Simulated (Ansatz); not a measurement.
# AlSiH (triplet): one geometry, many settings at scale of all distances = 1.000

What do other methods and options give for AlSiH (triplet) at this geometry, and how long do they take?

Method: the settings change from run to run; program: Ansatz 0.2.0, Gaussian basis.

9 further runs of the same task are left out: 2 for a mislabelled method, 5 that didn't finish, 2 set aside as unsound or not needed.

**1. What is computed**

The geometry derives from a PBE0/def2-TZVP stationary point (not a proven minimum). All distances are scaled together.

3 atoms, charge 0, spin multiplicity 3.

Atoms are counted from 1 here; the program's logs count them from 0.

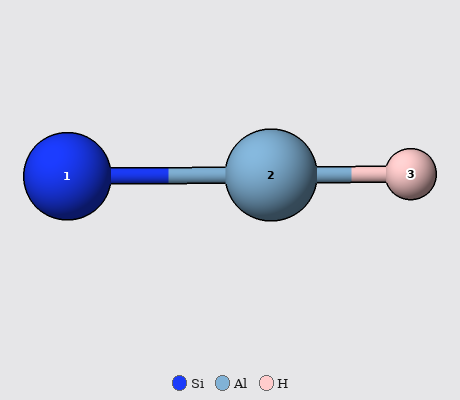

The structure; silicon blue, aluminium light blue, hydrogen pink; atoms are numbered from 1 in the order of the file.

**2. MP2 on UHF/6-31G**

Input file in.yaml:

```yaml
crystal:
  periodic: [false, false, false]
  atoms:
    - {symbol: Si, position_ang: [0.000000, 0.000000, 2.088600]}
    - {symbol: Al, position_ang: [0.000000, 0.000000, -0.244867]}
    - {symbol: H, position_ang: [0.000000, 0.000000, -1.843733]}
basis:
  gaussian: {orbitals: 6-31G}
magnetization: {spin_polarized: true, initial_magnetization: 2}
correlation: {method: mp2, electrons: outside_noble_gas}
```

On the command line:

```sh
$ ansatz run in.yaml --threads 1 --pin off --events-out ev --progress --plain --max-ram 2393MiB
```

The program printed:

```text
Functional definition: HF
  name "HF"
  cite "Fock, Z. Phys. 61, 126 (1930) doi:10.1007/BF01340294"
  parent pbe
  exchange = exact_x
  correlation = 0
310 factors; integrals over basis functions are off by at most 1.4e-4 eV
mean field evaluation 1: about -14456.6325 eV, gradient 5.3e0 eV
mean field evaluation 2: about -14456.6355 eV, gradient 5.3e0 eV
mean field evaluation 4: about -14457.0320 eV, gradient 6.5e-1 eV
mean field evaluation 8: about -14457.0404 eV, gradient 4.0e-3 eV
mean field evaluation 16: about -14455.8267 eV, gradient 8.9e-2 eV
mean field evaluation 32: about -14455.8282 eV, gradient 1.4e-3 eV
mean field -14457.04040715 eV, -531.2864356287 hartree, gradient 2.7e-6 eV, S^2 2.007428; 3 other end points of the search recorded, 0 dependent functions left out
10 core orbitals not correlated: weight in the atoms' cores, before any rotation towards them, 1.000 or more for the frozen orbitals, at most 0.000 for the correlated occupied ones
reference -14457.04040715 eV, -531.2864356287 hartree; 5, 3 occupied and 13, 15 virtual orbitals, 310 factors
second order -1.65354993 eV of doubles, -0.00000000 eV of singles
Total energy: -14458.69395708 eV, -531.3472024678 hartree
```

It took 0.3 s on 1 thread of Arm Neoverse V1, shared host.

From the report: ⟨S²⟩ of the determinant 2.007 (pure triplet: 2.00).

**3. BCCD on ROHF/def2-mTZVP**

Input file in.yaml:

```yaml
crystal:
  periodic: [false, false, false]
  atoms:
    - {symbol: Si, position_ang: [0.000000, 0.000000, 2.088600]}
    - {symbol: Al, position_ang: [0.000000, 0.000000, -0.244867]}
    - {symbol: H, position_ang: [0.000000, 0.000000, -1.843733]}
basis:
  gaussian: {orbitals: def2-mTZVP}
magnetization: {spin_polarized: false, initial_magnetization: 2}
correlation: {method: bccd, electrons: outside_noble_gas}
scf: {lower_state_search: off}
output: {forces: true}
```

The command is unchanged.

The program printed (excerpt; [...] marks lines left out):

```text
Functional definition: HF
  name "HF"
  cite "Fock, Z. Phys. 61, 126 (1930) doi:10.1007/BF01340294"
  parent pbe
[...]
410 factors; integrals over basis functions are off by at most 9.2e-4 eV
[...]
mean field -14458.49460039 eV, -531.3398762449 hartree, gradient 2.2e-6 eV, S^2 2.000000; 0 other end points of the search recorded, 0 dependent functions left out
10 core orbitals not correlated: weight in the atoms' cores, before any rotation towards them, 1.000 or more for the frozen orbitals, at most 0.000 for the correlated occupied ones
reference -14458.49460039 eV, -531.3398762449 hartree; 5, 3 occupied and 32, 34 virtual orbitals, 410 factors
second order -2.71132264 eV of doubles, -0.04651760 eV of singles
cycle   1  -3.25344623 eV  change   -4.9e-1 eV  update   7.6e-2
[...]
cycle  15  -3.46919764 eV  change   -6.8e-8 eV  update   4.9e-7
[...]
Total energy: -14461.96379804 eV, -531.4673669067 hartree
Atom 0 at     0.000000     0.000000     2.088600 Å, force    -0.000000     0.000000     0.248457 eV/Å
Atom 1 at     0.000000     0.000000    -0.244867 Å, force     0.000000    -0.000000    -0.107020 eV/Å
Atom 2 at     0.000000     0.000000    -1.843733 Å, force     0.000000     0.000000    -0.141437 eV/Å
Dipole moment:     0.000000     0.000000    -0.404760 e Å
Checks for a lower state left out: starts, cluster_reference, orbital_swaps, neighbouring_geometries, increment
```

It took 2.1 s on 1 thread of Arm Neoverse V1, shared host.

From the report: correlation -3.4692 eV; largest double amplitude 0.07.

**4. CCSD(T) on UHF/def2-mTZVP**

Input file in.yaml:

```yaml
crystal:
  periodic: [false, false, false]
  atoms:
    - {symbol: Si, position_ang: [0.000000, 0.000000, 2.088600]}
    - {symbol: Al, position_ang: [0.000000, 0.000000, -0.244867]}
    - {symbol: H, position_ang: [0.000000, 0.000000, -1.843733]}
basis:
  gaussian: {orbitals: def2-mTZVP}
magnetization: {spin_polarized: true, initial_magnetization: 2}
correlation: {method: ccsd_t, electrons: outside_noble_gas, diis_vectors: 12}
accuracy: high
```

The command is unchanged.

The program printed (excerpt; [...] marks lines left out):

```text
Functional definition: HF
  name "HF"
  cite "Fock, Z. Phys. 61, 126 (1930) doi:10.1007/BF01340294"
  parent pbe
[...]
752 factors; integrals over basis functions are off by at most 3.3e-9 eV
[...]
mean field -14458.58696383 eV, -531.3432705386 hartree, gradient 5.0e-8 eV, S^2 2.022797; 3 other end points of the search recorded, 0 dependent functions left out
determinant -14458.58696383 eV, -531.3432705386 hartree, with singles and doubles -14461.98262579 eV, -531.4680588139 hartree
determinant -14457.18664736 eV, -531.2918098574 hartree, with singles and doubles -14460.38593616 eV, -531.4093815523 hartree
determinant -14456.26547615 eV, -531.2579574400 hartree, with singles and doubles -14459.41911997 eV, -531.3738517127 hartree
determinant -14455.50331573 eV, -531.2299485611 hartree, with singles and doubles -14458.53201539 eV, -531.3412512208 hartree
10 core orbitals not correlated: weight in the atoms' cores, before any rotation towards them, 1.000 or more for the frozen orbitals, at most 0.000 for the correlated occupied ones
reference -14458.58696383 eV, -531.3432705386 hartree; 5, 3 occupied and 32, 34 virtual orbitals, 752 factors
second order -2.64522585 eV of doubles, -0.00000000 eV of singles
cycle   1  -3.37782827 eV  change   -7.6e-2 eV  update   1.6e-2
[...]
cycle  23  -3.38962885 eV  change  -8.9e-11 eV  update  4.7e-10
perturbative correction -0.15209577 eV, -0.0055894166 hartree
Total energy: -14462.12868846 eV, -531.4734265179 hartree
```

It took 2.7 s on 1 thread of Arm Neoverse V1, shared host.

From the report: ⟨S²⟩ of the determinant 2.023 (pure triplet: 2.00); correlation -3.5417 eV; T1 0.030; largest double amplitude 0.07.

**5. CCSDT(Q) on UHF/STO-3G**

in.yaml: that of step 4 with these lines changed.

```diff
@@ -7,5 +7,5 @@
 basis:
-  gaussian: {orbitals: def2-mTZVP}
+  gaussian: {orbitals: STO-3G}
 magnetization: {spin_polarized: true, initial_magnetization: 2}
-correlation: {method: ccsd_t, electrons: outside_noble_gas, diis_vectors: 12}
-accuracy: high
+correlation: {method: ccsdt_q, electrons: outside_noble_gas}
+output: {forces: true}
```

The command is unchanged.

The program printed (excerpt; [...] marks lines left out):

```text
Functional definition: HF
  name "HF"
  cite "Fock, Z. Phys. 61, 126 (1930) doi:10.1007/BF01340294"
  parent pbe
[...]
305 factors; integrals over basis functions are off by at most 2.6e-8 eV
[...]
mean field -14286.47096659 eV, -525.0181243044 hartree, gradient 7.7e-6 eV, S^2 2.006986; 12 other end points of the search recorded, 0 dependent functions left out
determinant -14286.47096659 eV, -525.0181243044 hartree, with singles and doubles -14288.32698782 eV, -525.0863318265 hartree
determinant -14283.67322141 eV, -524.9153090654 hartree, with singles and doubles -14285.50088321 eV, -524.9824743979 hartree
determinant -14283.56955052 eV, -524.9114992305 hartree, with singles and doubles -14285.17680486 eV, -524.9705647379 hartree
determinant -14281.86994757 eV, -524.8490399740 hartree, with singles and doubles -14283.12818385 eV, -524.8952793046 hartree
determinant -14280.30613562 eV, -524.7915709447 hartree, with singles and doubles -14281.67080864 eV, -524.8417217532 hartree
10 core orbitals not correlated: weight in the atoms' cores, before any rotation towards them, 0.999 or more for the frozen orbitals, at most 0.001 for the correlated occupied ones
reference -14286.47096659 eV, -525.0181243044 hartree; 5, 3 occupied and 4, 6 virtual orbitals, 305 factors
second order -1.19100218 eV of doubles, -0.00000000 eV of singles
cycle   1  -1.51827020 eV  change   -3.3e-1 eV  update   9.0e-2
[...]
cycle  17  -1.95922728 eV  change   -3.1e-7 eV  update   7.6e-7
perturbative correction -0.00370306 eV, -0.0001360851 hartree
[...]
Total energy: -14288.43389693 eV, -525.0902606639 hartree
Atom 0 at     0.000000     0.000000     2.088600 Å, force    -0.000000     0.000000    -1.590657 eV/Å
Atom 1 at     0.000000     0.000000    -0.244867 Å, force     0.000000     0.000000     0.585756 eV/Å
Atom 2 at     0.000000     0.000000    -1.843733 Å, force     0.000000    -0.000000     1.004901 eV/Å
Dipole moment:     0.000000    -0.000000    -0.331688 e Å
```

Run time: 4.7 s. Hardware: 1 thread of Arm Neoverse V1, shared host.

From the report: ⟨S²⟩ of the determinant 2.007 (pure triplet: 2.00); correlation -1.9629 eV; T1 0.049; largest double amplitude 0.10.

**6. BCCD on UHF/6-31G**

in.yaml: that of step 5 with these lines changed.

```diff
@@ -7,5 +7,6 @@
 basis:
-  gaussian: {orbitals: STO-3G}
+  gaussian: {orbitals: 6-31G}
 magnetization: {spin_polarized: true, initial_magnetization: 2}
-correlation: {method: ccsdt_q, electrons: outside_noble_gas}
+correlation: {method: bccd, electrons: outside_noble_gas}
+scf: {lower_state_search: full}
 output: {forces: true}
```

Launched as before.

The program printed (excerpt; [...] marks lines left out):

```text
Functional definition: HF
  name "HF"
  cite "Fock, Z. Phys. 61, 126 (1930) doi:10.1007/BF01340294"
  parent pbe
[...]
310 factors; integrals over basis functions are off by at most 1.4e-4 eV
[...]
mean field -14457.04040715 eV, -531.2864356287 hartree, gradient 2.7e-6 eV, S^2 2.007428; 14 other end points of the search recorded, 0 dependent functions left out
determinant -14457.04040715 eV, -531.2864356287 hartree, with singles and doubles -14459.29236998 eV, -531.3691937362 hartree
determinant -14455.82820285 eV, -531.2418879424 hartree, with singles and doubles -14457.97854569 eV, -531.3209115843 hartree
determinant -14454.74399558 eV, -531.2020440600 hartree, with singles and doubles -14456.69121052 eV, -531.2736028894 hartree
determinant -14453.93203652 eV, -531.1722051150 hartree, with singles and doubles -14455.85629955 eV, -531.2429204773 hartree
[...]
determinant -14453.70853532 eV, -531.1639915975 hartree, with singles and doubles -14455.94908813 eV, -531.2463303945 hartree
10 core orbitals not correlated: weight in the atoms' cores, before any rotation towards them, 1.000 or more for the frozen orbitals, at most 0.000 for the correlated occupied ones
reference -14457.04040715 eV, -531.2864356287 hartree; 5, 3 occupied and 13, 15 virtual orbitals, 310 factors
second order -1.65354993 eV of doubles, -0.00000000 eV of singles
cycle   1  -2.24540722 eV  change    6.6e-3 eV  update   2.0e-2
[...]
cycle  12  -2.23879123 eV  change    1.4e-7 eV  update   6.6e-7
[...]
Total energy: -14459.27919838 eV, -531.3687096888 hartree
Atom 0 at     0.000000     0.000000     2.088600 Å, force    -0.000000    -0.000000     1.193059 eV/Å
Atom 1 at     0.000000     0.000000    -0.244867 Å, force    -0.000000    -0.000000    -0.721050 eV/Å
Atom 2 at     0.000000     0.000000    -1.843733 Å, force    -0.000000    -0.000000    -0.472008 eV/Å
Dipole moment:     0.000000     0.000000    -0.384258 e Å
```

It took 1.7 s on 1 thread of Arm Neoverse V1, shared host.

From the report: ⟨S²⟩ of the determinant 2.007 (pure triplet: 2.00); correlation -2.2388 eV; largest double amplitude 0.08.

**7. All runs side by side**

Where basis and cores are those of an earlier FCI/6-31G run (-14459.4012 eV), and the state is the same kind, the miss against it is given.

| level | correlated | functions | energy (eV) | from FCI (meV) | time |
| --- | --- | --- | --- | --- | --- |
| MP2 on UHF/6-31G | outside noble gas | 28 | -14458.6940 | 707.3 | 0.3 s |
| BCCD on ROHF/def2-mTZVP | outside noble gas | 47 | -14461.9638 |  | 2.1 s |
| CCSD(T) on UHF/def2-mTZVP | outside noble gas | 47 | -14462.1287 |  | 2.7 s |
| CCSDT(Q) on UHF/STO-3G | outside noble gas | 19 | -14288.4339 |  | 4.7 s |
| BCCD on UHF/6-31G | outside noble gas | 28 | -14459.2792 | 122.0 | 1.7 s |

**8. Summary of results**

```
quantity                          value
    runs                              5
quickest        MP2 on UHF/6-31G, 0.3 s
 slowest  CCSDT(Q) on UHF/STO-3G, 4.7 s
```

**Reading.** Total energies in different bases, with other cores or another treatment of relativity can't be set against each other. CCSDT(Q) on UHF/STO-3G took 16 times as long as MP2 on UHF/6-31G; the jobs differ in more than the method. Among the correlated runs with a miss given, it spans +122 to +707 meV.
